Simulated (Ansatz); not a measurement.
**B3H8Se (charge −1): geometry relaxation**

B3H8Se, charge −1, computed with RKS PBE0-D4/def2-TZVPPD (Ansatz 0.2.0).

Figures and captions count atoms from 1; the log counts them from 0 in places.

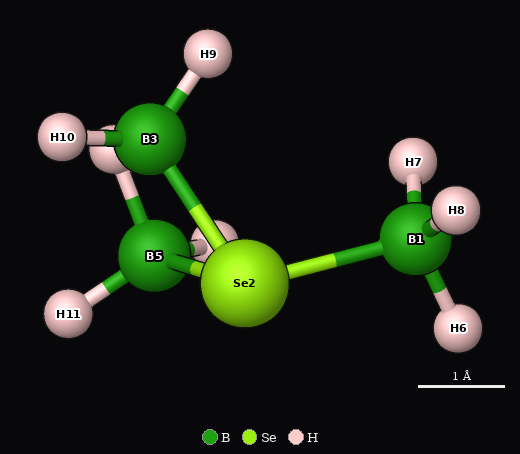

**Figure 1.** The structure as given in the input (ball-and-stick view, seen at a tilt; atoms are numbered from 1 in the order of the input).

Input:
```yaml
crystal:
  periodic: [false, false, false]
  atoms:
    - { symbol: B, position_ang: [1.91247951, -0.67554214, -0.53723567] }
    - { symbol: Se, position_ang: [0.18678181, 0.21042524, 0.31255565] }
    - { symbol: B, position_ang: [-1.14474913, 0.46173726, -1.22444011] }
    - { symbol: H, position_ang: [-1.90055518, -0.6499219, -1.19103549] }
    - { symbol: B, position_ang: [-1.35287323, -1.09297389, -0.04624205] }
    - { symbol: H, position_ang: [2.37739857, -1.37169116, 0.37231657] }
    - { symbol: H, position_ang: [1.55009345, -1.3220044, -1.51853172] }
    - { symbol: H, position_ang: [2.64016928, 0.28443609, -0.81567472] }
    - { symbol: H, position_ang: [-0.62816257, 0.35163963, -2.31941533] }
    - { symbol: H, position_ang: [-1.9476322, 1.35900431, -1.02977137] }
    - { symbol: H, position_ang: [-2.26398376, -1.00369108, 0.75966046] }
    - { symbol: H, position_ang: [-0.96740655, -2.19353796, -0.3901162] }
total_charge: -1
basis:
  gaussian: { orbitals: def2-TZVPPD.json }
hamiltonian:
  xc: pbe0
  dispersion: d4
relax:
  f_tol: 0.002
  max_steps: 150
```

Run as:
```bash
ansatz run input.yaml --threads 4 --pin off --max-ram 10240MiB --backend cpu --events-out ev --progress --plain --runs-dir out
```

What the program printed:
```
The last accepted step is kept in [file] (removed where the run ends without a failure and the disk answers)
Engine: ansatz 0.2.0, aarch64-unknown-linux-gnu
Functional definition: PBE0
  parameter a = 0.25
  parameter kappa = 0.804
  parameter beta = 0.06672455060314922
  exchange = (1 - a)*pbe_x(kappa = kappa, mu = beta*pi^2/3) + a*exact_x
  correlation = pbe_c(beta = beta)
1420 factors; their error is unknown
mean field evaluation 1: about -67496.7093 eV, gradient 3.8e1 eV
mean field evaluation 2: about -67495.5911 eV, gradient 4.6e1 eV
mean field evaluation 4: about -67500.8720 eV, gradient 1.8e0 eV
mean field evaluation 8: about -67501.1545 eV, gradient 6.6e-2 eV
mean field evaluation 16: about -67501.1545 eV, gradient 2.2e-5 eV
mean field -67501.15452599 eV, -2480.6216749043 hartree, gradient 2.2e-5 eV, S^2 0.000000; 0 other end points of the search recorded, 0 dependent functions left out
the calculation of the forces begins
reference -67501.15457971 eV, -2480.6216768784 hartree; 29, 29 occupied and 275, 275 virtual orbitals, 1420 factors
relax step   1: F+E_penalty+E_count = -67501.40252419 eV  Δ(F+E_penalty+E_count) = +0.000e0 eV  max|allowed force component| = 3.641e-1 eV/Å  Δτ_max = 0.0000 Å  (31 SCF iters, accepted)
these checks for a lower state are left out or cut short: starts, cluster_reference, orbital_swaps, neighbouring_geometries, increment
1420 factors; their error is unknown
mean field -67501.18353503 eV, -2480.6227409669 hartree, gradient 1.4e-5 eV, S^2 0.000000; 0 other end points of the search recorded, 0 dependent functions left out
the calculation of the forces begins
reference -67501.18358848 eV, -2480.6227429311 hartree; 29, 29 occupied and 275, 275 virtual orbitals, 1420 factors
relax step   2: F+E_penalty+E_count = -67501.43215299 eV  Δ(F+E_penalty+E_count) = -2.963e-2 eV  max|allowed force component| = 1.091e-1 eV/Å  Δτ_max = 0.0244 Å  (34 SCF iters, accepted)
these checks for a lower state are left out or cut short: starts, cluster_reference, orbital_swaps, neighbouring_geometries, increment
1420 factors; their error is unknown
mean field -67501.18662010 eV, -2480.6228543411 hartree, gradient 1.3e-5 eV, S^2 0.000000; 0 other end points of the search recorded, 0 dependent functions left out
the calculation of the forces begins
reference -67501.18667342 eV, -2480.6228563007 hartree; 29, 29 occupied and 275, 275 virtual orbitals, 1420 factors
relax step   3: F+E_penalty+E_count = -67501.43512754 eV  Δ(F+E_penalty+E_count) = -2.975e-3 eV  max|allowed force component| = 3.679e-2 eV/Å  Δτ_max = 0.0090 Å  (35 SCF iters, accepted)
these checks for a lower state are left out or cut short: starts, cluster_reference, orbital_swaps, neighbouring_geometries, increment
1420 factors; their error is unknown
mean field evaluation 32: about -67500.9018 eV, gradient 3.8e0 eV
mean field -67501.18069858 eV, -2480.6226367292 hartree, gradient 1.4e-5 eV, S^2 0.000000; 0 other end points of the search recorded, 0 dependent functions left out
the calculation of the forces begins
reference -67501.18075188 eV, -2480.6226386878 hartree; 29, 29 occupied and 275, 275 virtual orbitals, 1420 factors
relax step   4: F+E_penalty+E_count = -67501.43050684 eV  Δ(F+E_penalty+E_count) = +4.621e-3 eV  max|allowed force component| = 1.481e-1 eV/Å  Δτ_max = 0.0359 Å  (33 SCF iters, rejected (line search))
these checks for a lower state are left out or cut short: starts, cluster_reference, orbital_swaps, neighbouring_geometries, increment
1420 factors; their error is unknown
mean field -67501.18677627 eV, -2480.6228600801 hartree, gradient 1.3e-5 eV, S^2 0.000000; 0 other end points of the search recorded, 0 dependent functions left out
the calculation of the forces begins
reference -67501.18682961 eV, -2480.6228620403 hartree; 29, 29 occupied and 275, 275 virtual orbitals, 1420 factors
relax step   5: F+E_penalty+E_count = -67501.43542104 eV  Δ(F+E_penalty+E_count) = -2.935e-4 eV  max|allowed force component| = 1.293e-2 eV/Å  Δτ_max = 0.0121 Å  (34 SCF iters, accepted)
these checks for a lower state are left out or cut short: starts, cluster_reference, orbital_swaps, neighbouring_geometries, increment
1420 factors; their error is unknown
mean field -67501.18674251 eV, -2480.6228588397 hartree, gradient 1.3e-5 eV, S^2 0.000000; 0 other end points of the search recorded, 0 dependent functions left out
the calculation of the forces begins
reference -67501.18679584 eV, -2480.6228607993 hartree; 29, 29 occupied and 275, 275 virtual orbitals, 1420 factors
relax step   6: F+E_penalty+E_count = -67501.43544564 eV  Δ(F+E_penalty+E_count) = -2.460e-5 eV  max|allowed force component| = 7.585e-3 eV/Å  Δτ_max = 0.0067 Å  (35 SCF iters, accepted)
these checks for a lower state are left out or cut short: starts, cluster_reference, orbital_swaps, neighbouring_geometries, increment
1420 factors; their error is unknown
mean field -67501.18676800 eV, -2480.6228597764 hartree, gradient 1.3e-5 eV, S^2 0.000000; 0 other end points of the search recorded, 0 dependent functions left out
the calculation of the forces begins
reference -67501.18682133 eV, -2480.6228617362 hartree; 29, 29 occupied and 275, 275 virtual orbitals, 1420 factors
relax step   7: F+E_penalty+E_count = -67501.43546745 eV  Δ(F+E_penalty+E_count) = -2.181e-5 eV  max|allowed force component| = 6.096e-4 eV/Å  Δτ_max = 0.0047 Å  (35 SCF iters, accepted)
these checks for a lower state are left out or cut short: starts, cluster_reference, orbital_swaps, neighbouring_geometries, increment
1420 factors; their error is unknown
mean field evaluation 64: about -67501.1868 eV, gradient 7.9e-3 eV
mean field -67501.18676167 eV, -2480.6228595435 hartree, gradient 1.3e-5 eV, S^2 0.000000; 0 other end points of the search recorded, 0 dependent functions left out
the calculation of the forces begins
reference -67501.18681500 eV, -2480.6228615034 hartree; 29, 29 occupied and 275, 275 virtual orbitals, 1420 factors
relax step   8: F+E_penalty+E_count = -67501.43547528 eV  Δ(F+E_penalty+E_count) = -7.824e-6 eV  max|allowed force component| = 1.787e-3 eV/Å  Δτ_max = 0.0066 Å  (35 SCF iters, accepted)
these checks for a lower state are left out or cut short: starts, cluster_reference, orbital_swaps, neighbouring_geometries, increment
1420 factors; their error is unknown
mean field -67501.18676630 eV, -2480.6228597139 hartree, gradient 1.3e-5 eV, S^2 0.000000; 0 other end points of the search recorded, 0 dependent functions left out
the calculation of the forces begins
reference -67501.18681963 eV, -2480.6228616737 hartree; 29, 29 occupied and 275, 275 virtual orbitals, 1420 factors
relax step   9: F+E_penalty+E_count = -67501.43547822 eV  Δ(F+E_penalty+E_count) = -2.947e-6 eV  max|allowed force component| = 1.168e-3 eV/Å  Δτ_max = 0.0052 Å  (35 SCF iters, accepted)
```

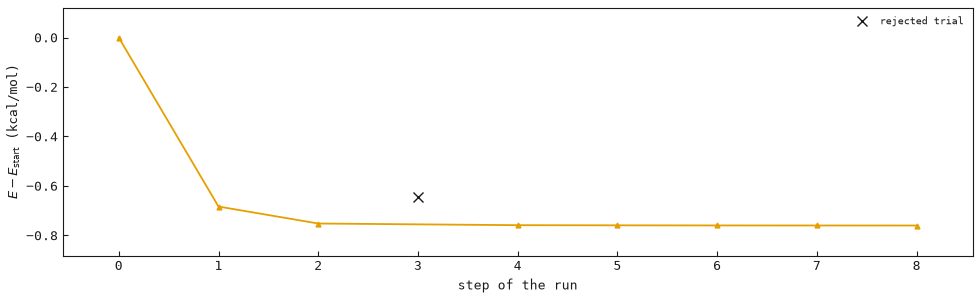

**Figure 2.** Progress of the relaxation, step by step (the first geometry is step 0 here and step 1 in the log).

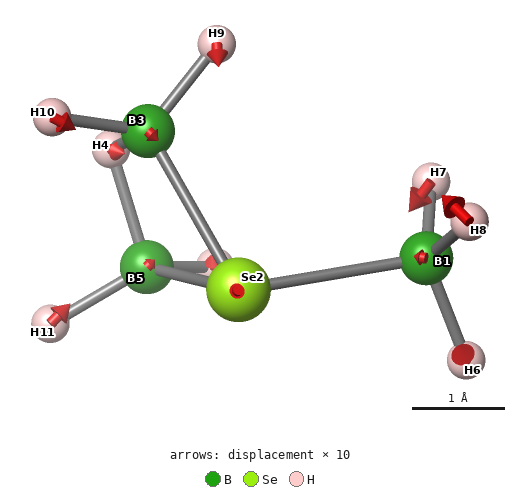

**Figure 3.** The starting structure with the displacements as red arrows, magnified 10 times (ball-and-stick view, seen at a tilt). The two geometries are laid on each other by the best rigid fit. The atom that moves furthest after the best rigid fit is H8 (0.052 Å). Largest moves by element: H 0.052 Å, B 0.016 Å, Se 0.015 Å. Among the contacts that change: B1–H6 1.236 → 1.217 Å, B1–H7 1.230 → 1.211 Å, B3–H10 1.220 → 1.201 Å, Se2–B3 2.049 → 2.032 Å. After 8 geometry steps the energy has fallen by 0.76 kcal/mol. Largest force component: 0.36 eV/Å at the start, 0.0012 eV/Å at the end. The line search rejected the trial step at point 3 (counted from 0) and went back. (Atoms are counted from 1 in the order of the input.)

```
1420 factors; their error is unknown
mean field -67501.18676630 eV, -2480.6228597139 hartree, gradient 1.3e-5 eV, S^2 0.000000; 1 other end points of the search recorded, 0 dependent functions left out
the calculation of the forces begins
reference -67501.18681963 eV, -2480.6228616737 hartree; 29, 29 occupied and 275, 275 virtual orbitals, 1420 factors
Total energy: -67501.43553155 eV, -2480.6320016683 hartree
Atom 0 at     1.897338    -0.676055    -0.537453 Å, force     0.000983    -0.000057     0.000168 eV/Å
Atom 1 at     0.179366     0.198032     0.314017 Å, force    -0.000122    -0.000441    -0.000274 eV/Å
Atom 2 at    -1.131820     0.458021    -1.216270 Å, force     0.000233     0.001168     0.000391 eV/Å
Atom 3 at    -1.880541    -0.640486    -1.186346 Å, force    -0.000535    -0.000410    -0.000624 eV/Å
Atom 4 at    -1.345756    -1.092669    -0.055936 Å, force     0.000285     0.000039     0.000623 eV/Å
Atom 5 at     2.376536    -1.337951     0.365004 Å, force     0.000134     0.000333    -0.000622 eV/Å
Atom 6 at     1.527775    -1.335517    -1.483784 Å, force    -0.000011     0.000279     0.000440 eV/Å
Atom 7 at     2.597356     0.271989    -0.842987 Å, force    -0.000506    -0.000576     0.000284 eV/Å
Atom 8 at    -0.619018     0.355258    -2.293678 Å, force    -0.000061    -0.000684     0.000092 eV/Å
Atom 9 at    -1.923663     1.340770    -1.023892 Å, force    -0.000341    -0.000568     0.000277 eV/Å
Atom 10 at    -2.247672    -1.007458     0.733083 Å, force    -0.000078     0.000670    -0.000347 eV/Å
Atom 11 at    -0.968340    -2.176053    -0.399689 Å, force     0.000021     0.000248    -0.000408 eV/Å
Dipole moment:    -0.421007     0.335437     0.370681 e Å
```

Trajectory as extended XYZ (Å, eV, eV/Å), 9 frames, from step=1 to step=9:
```
12
Properties=species:S:1:pos:R:3:forces:R:3 step=1 energy=-67501.40252
B     1.9125   -0.6755   -0.5372    0.1755  -0.0878  -0.0825
Se    0.1868    0.2104    0.3126   -0.2170  -0.1467  -0.2296
B    -1.1447    0.4617   -1.2244   -0.0373   0.0774  -0.1386
H    -1.9006   -0.6499   -1.1910    0.1578   0.0881   0.1429
B    -1.3529   -1.0930   -0.0462   -0.0672  -0.1470   0.0301
H     2.3774   -1.3717    0.3723   -0.1467   0.2166  -0.2735
H     1.5501   -1.3220   -1.5185    0.0979   0.2067   0.3112
H     2.6402    0.2844   -0.8157   -0.2282  -0.2885   0.0871
H    -0.6282    0.3516   -2.3194   -0.1716   0.0383   0.3630
H    -1.9476    1.3590   -1.0298    0.2647  -0.2999  -0.0574
H    -2.2640   -1.0037    0.7597    0.3019  -0.0214  -0.2680
H    -0.9674   -2.1935   -0.3901   -0.1299   0.3641   0.1153
12
Properties=species:S:1:pos:R:3:forces:R:3 step=2 energy=-67501.43215
B     1.8995   -0.6753   -0.5392    0.0588  -0.0150  -0.0097
Se    0.1823    0.2074    0.3087   -0.0667  -0.0474  -0.0710
B    -1.1355    0.4580   -1.2236   -0.0322  -0.0079  -0.0180
H    -1.8858   -0.6479   -1.1860    0.0634   0.0377   0.0592
B    -1.3436   -1.0932   -0.0486   -0.0330  -0.0102  -0.0175
H     2.3586   -1.3629    0.3622   -0.0360   0.0637  -0.0959
H     1.5338   -1.3135   -1.5083    0.0367   0.0623   0.0969
H     2.6172    0.2763   -0.8150   -0.0629  -0.1009   0.0200
H    -0.6248    0.3495   -2.3071   -0.0484   0.0116   0.1091
H    -1.9310    1.3442   -1.0294    0.0728  -0.0901  -0.0248
H    -2.2458   -1.0024    0.7474    0.0832  -0.0124  -0.0835
H    -0.9634   -2.1824   -0.3888   -0.0357   0.1088   0.0352
12
Properties=species:S:1:pos:R:3:forces:R:3 step=3 energy=-67501.43513
B     1.9006   -0.6739   -0.5372    0.0005  -0.0127  -0.0167
Se    0.1797    0.2042    0.3054    0.0146   0.0183   0.0284
B    -1.1370    0.4564   -1.2213   -0.0029  -0.0368   0.0105
H    -1.8837   -0.6451   -1.1825    0.0115   0.0023   0.0040
B    -1.3450   -1.0906   -0.0500    0.0045   0.0192  -0.0333
H     2.3633   -1.3600    0.3550   -0.0128   0.0006   0.0165
H     1.5359   -1.3100   -1.5006   -0.0039  -0.0095  -0.0120
H     2.6187    0.2683   -0.8169   -0.0127   0.0183   0.0026
H    -0.6274    0.3484   -2.2991    0.0009  -0.0003  -0.0121
H    -1.9316    1.3365   -1.0308    0.0014   0.0108   0.0045
H    -2.2461   -1.0019    0.7389    0.0000   0.0015   0.0116
H    -0.9658   -2.1744   -0.3888   -0.0012  -0.0116  -0.0039
12
Properties=species:S:1:pos:R:3:forces:R:3 step=4 energy=-67501.43051 accepted=F
B     1.8767   -0.6762   -0.5444    0.0174   0.0838   0.1125
Se    0.1758    0.2198    0.3289    0.0279  -0.1168  -0.1481
B    -1.1226    0.4495   -1.2169   -0.0105   0.1300  -0.0163
H    -1.8672   -0.6468   -1.1835   -0.0390  -0.0027  -0.0107
B    -1.3308   -1.0881   -0.0546   -0.0362  -0.0456   0.1171
H     2.3347   -1.3578    0.3540    0.0498  -0.0140  -0.0235
H     1.5013   -1.3122   -1.5030   -0.0294   0.0052   0.0042
H     2.5845    0.2731   -0.8265    0.0490  -0.0288  -0.0157
H    -0.6036    0.3408   -2.2915    0.0062   0.0042   0.0269
H    -1.9128    1.3372   -1.0359   -0.0246  -0.0308  -0.0192
H    -2.2309   -1.0110    0.7386   -0.0203  -0.0064  -0.0386
H    -0.9434   -2.1703   -0.3932    0.0097   0.0218   0.0114
12
Properties=species:S:1:pos:R:3:forces:R:3 step=5 energy=-67501.43542
B     1.8988   -0.6751   -0.5385   -0.0062   0.0016   0.0012
Se    0.1805    0.2032    0.3095   -0.0101  -0.0048  -0.0080
B    -1.1349    0.4552   -1.2196    0.0123   0.0030   0.0107
H    -1.8809   -0.6447   -1.1846   -0.0036  -0.0024  -0.0027
B    -1.3447   -1.0908   -0.0529    0.0129   0.0069   0.0064
H     2.3639   -1.3538    0.3587    0.0008   0.0004  -0.0006
H     1.5318   -1.3174   -1.4975    0.0012  -0.0011   0.0006
H     2.6094    0.2714   -0.8239   -0.0005  -0.0004  -0.0009
H    -0.6238    0.3501   -2.2975    0.0000  -0.0016  -0.0030
H    -1.9275    1.3373   -1.0279   -0.0027   0.0013  -0.0008
H    -2.2449   -1.0022    0.7375   -0.0034  -0.0008   0.0002
H    -0.9662   -2.1753   -0.3913   -0.0007  -0.0021  -0.0031
12
Properties=species:S:1:pos:R:3:forces:R:3 step=6 energy=-67501.43545
B     1.8980   -0.6753   -0.5382   -0.0006  -0.0004  -0.0007
Se    0.1803    0.2017    0.3110    0.0019  -0.0005   0.0001
B    -1.1332    0.4562   -1.2180   -0.0070  -0.0023  -0.0065
H    -1.8808   -0.6434   -1.1849    0.0051   0.0027   0.0044
B    -1.3442   -1.0908   -0.0533   -0.0076  -0.0043  -0.0054
H     2.3674   -1.3491    0.3604    0.0010  -0.0004   0.0007
H     1.5308   -1.3227   -1.4937   -0.0006   0.0006   0.0019
H     2.6055    0.2717   -0.8293    0.0004   0.0006  -0.0011
H    -0.6228    0.3503   -2.2962    0.0019   0.0037   0.0015
H    -1.9266    1.3378   -1.0266    0.0026   0.0024  -0.0008
H    -2.2459   -1.0033    0.7357    0.0020  -0.0022   0.0023
H    -0.9670   -2.1751   -0.3949    0.0010   0.0001   0.0037
12
Properties=species:S:1:pos:R:3:forces:R:3 step=7 energy=-67501.43547
B     1.8977   -0.6755   -0.5379    0.0002   0.0001   0.0001
Se    0.1798    0.2006    0.3118   -0.0001  -0.0002  -0.0002
B    -1.1330    0.4567   -1.2178   -0.0002   0.0006   0.0003
H    -1.8807   -0.6425   -1.1852    0.0000  -0.0002  -0.0001
B    -1.3449   -1.0917   -0.0541   -0.0003   0.0002   0.0001
H     2.3700   -1.3460    0.3616    0.0004   0.0003   0.0003
H     1.5297   -1.3263   -1.4908   -0.0006  -0.0005   0.0002
H     2.6031    0.2718   -0.8333   -0.0001   0.0002  -0.0003
H    -0.6213    0.3522   -2.2955    0.0003   0.0000   0.0001
H    -1.9255    1.3390   -1.0262    0.0003   0.0000   0.0000
H    -2.2463   -1.0049    0.7353    0.0002  -0.0003  -0.0001
H    -0.9672   -2.1756   -0.3957    0.0000  -0.0001  -0.0002
12
Properties=species:S:1:pos:R:3:forces:R:3 step=8 energy=-67501.43548
B     1.8974   -0.6758   -0.5376    0.0012   0.0004  -0.0002
Se    0.1795    0.1992    0.3130    0.0000  -0.0005   0.0009
B    -1.1323    0.4574   -1.2170    0.0004   0.0018   0.0002
H    -1.8805   -0.6414   -1.1858   -0.0009  -0.0004  -0.0010
B    -1.3453   -1.0923   -0.0552    0.0000   0.0000   0.0013
H     2.3736   -1.3416    0.3635   -0.0001   0.0008  -0.0006
H     1.5283   -1.3314   -1.4868    0.0002  -0.0001   0.0004
H     2.5997    0.2720   -0.8387   -0.0002  -0.0011   0.0001
H    -0.6198    0.3540   -2.2945   -0.0003  -0.0009   0.0003
H    -1.9243    1.3401   -1.0251   -0.0002  -0.0010   0.0003
H    -2.2469   -1.0065    0.7342    0.0000   0.0005  -0.0010
H    -0.9677   -2.1759   -0.3979    0.0000   0.0006  -0.0005
12
Properties=species:S:1:pos:R:3:forces:R:3 step=9 energy=-67501.43548
B     1.8973   -0.6761   -0.5375    0.0010  -0.0001   0.0002
Se    0.1794    0.1980    0.3140   -0.0001  -0.0004  -0.0003
B    -1.1318    0.4580   -1.2163    0.0002   0.0012   0.0004
H    -1.8805   -0.6405   -1.1863   -0.0005  -0.0004  -0.0006
B    -1.3458   -1.0927   -0.0559    0.0003   0.0000   0.0006
H     2.3765   -1.3380    0.3650    0.0001   0.0003  -0.0006
H     1.5278   -1.3355   -1.4838    0.0000   0.0003   0.0004
H     2.5974    0.2720   -0.8430   -0.0005  -0.0006   0.0003
H    -0.6190    0.3553   -2.2937   -0.0001  -0.0007   0.0001
H    -1.9237    1.3408   -1.0239   -0.0003  -0.0006   0.0003
H    -2.2477   -1.0075    0.7331   -0.0001   0.0007  -0.0003
H    -0.9683   -2.1761   -0.3997    0.0000   0.0002  -0.0004
```

Summary:

| quantity | value |
| --- | --- |
| outcome | converged |
| total energy | −67501.4355 eV |
| mean-field energy | −67501.1868 eV |
| SCF solution under orbital rotations | stable |
| largest force (length of the vector) at the end | 0.001 eV/Å |
| hardware | 4 threads of Arm Neoverse V2, 24 GiB of memory available, shared host |
| wall time | 72 s (CPU time 4.6 min) |
| peak memory | 1.1 GiB |
